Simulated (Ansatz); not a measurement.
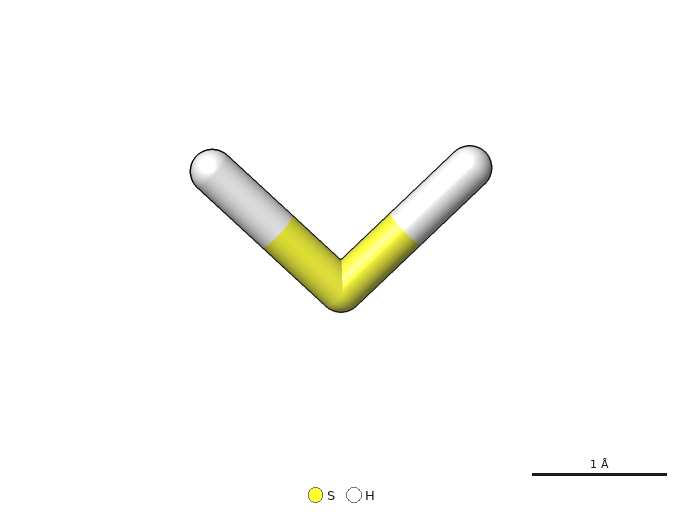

Rendered structure (stick style).

The computed structure is the end point of a PBE0-D4/def2-TZVP optimisation.

Identify the structure.

The molecule is H₂S. This geometry has C2v symmetry. Coordination: 1 S bent.

More results for the same structure follow; atom numbers are the same in all pictures, views and colours differ.

### Geometry

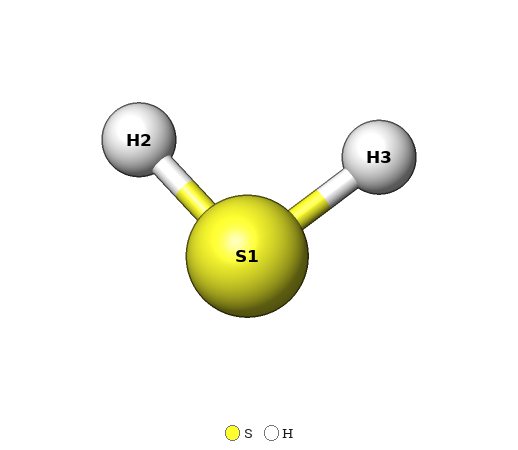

The atoms are numbered.

Give the bond lengths.

| bond | length (Å) |
| --- | --- |
| S1–H2 | 1.341 |
| S1–H3 | 1.341 |

### Vibrations

Harmonic vibrations computed with RKS PBE0-D4/def2-TZVP (Ansatz 0.2.0) at a stationary point of the same level.

Question: List the wavenumbers.

Answer: 3 modes: 1209, 2725, 2740 cm⁻¹.

### Dipole moment

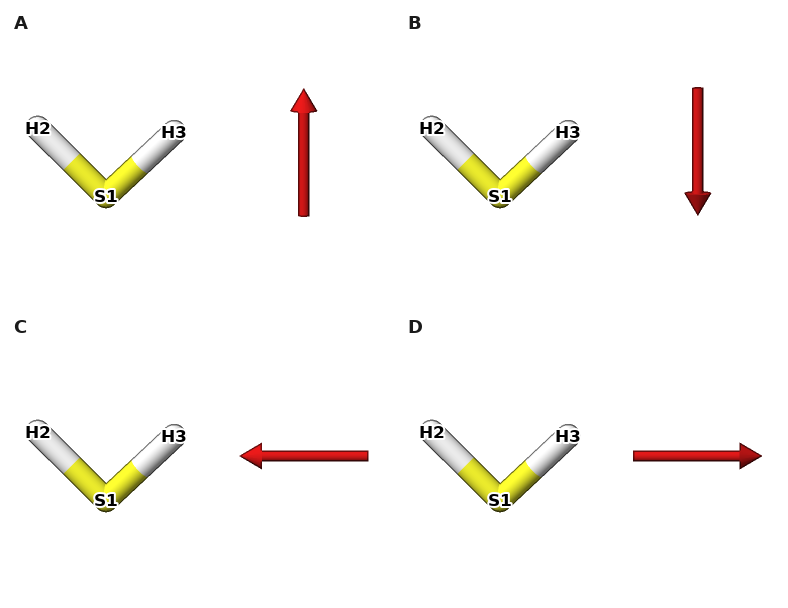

The same molecule four times, each with an arrow. Level of theory: RKS PBE0-D4/def2-TZVP (Ansatz 0.2.0).

Question: Which arrow points along the dipole moment, from the negative to the positive end?

Answer: A. The dipole moment is 1.16 D; it points from the side of S1 to the side of H2, H3 (the outermost atoms at the two ends).

### Electronic properties

Method: RKS PBE0-D4/def2-TZVPP (Ansatz 0.2.0).

Question: What is the HOMO energy (Kohn–Sham orbital)?

Answer: −7.49 eV.

Question: Estimate the HOMO–LUMO gap.

Answer: 8.09 eV.
